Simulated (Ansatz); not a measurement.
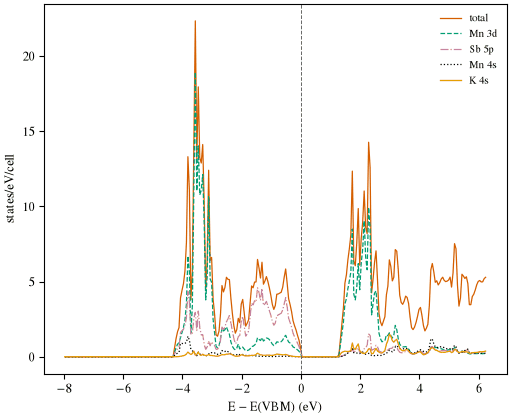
Figure: Total and projected density of states of KMnSb in space group P4/nmm (No. 129; K on 2c, Sb on 2c, Mn on 2a), r²SCAN in the plane-wave PAW code Ansatz

Problem. Which orbitals carry the states next to the gap?

Solution. Top 1 eV of the valence band: Sb 5p 66 %, Mn 3d 25 %. Bottom 1 eV of the conduction band: Mn 3d 71 %, K 4s 6 %, outside the projected shells 14 %. Projections are on Löwdin-orthogonalised atomic valence shells; empty p or d shells of many metals are not among them.

Problem. Where is the tallest occupied peak in this window, and what makes it?

Solution. Near -3.6 eV, about 22 states/eV per cell; the largest projected share is Mn 3d.

The workflow started from an entry of the Crystallography Open Database (COD). Whether it is the stable phase at ambient conditions was not checked. The cell was relaxed with r²SCAN under the symmetry of its start, as lowered by the spin order; whether a distortion lowers the energy is not shown. Magnetic state: antiferromagnetic, chosen from 2 collinear starts compared on coarse meshes (ties went to the first, and starts can fall back to one state), not a proven ground state. Other orbital occupations within this spin state were not tried. Scalar-relativistic: spin–orbit coupling is off unless named, which matters more the heavier the elements.

Potentials: the later of the program's two PAW sets.
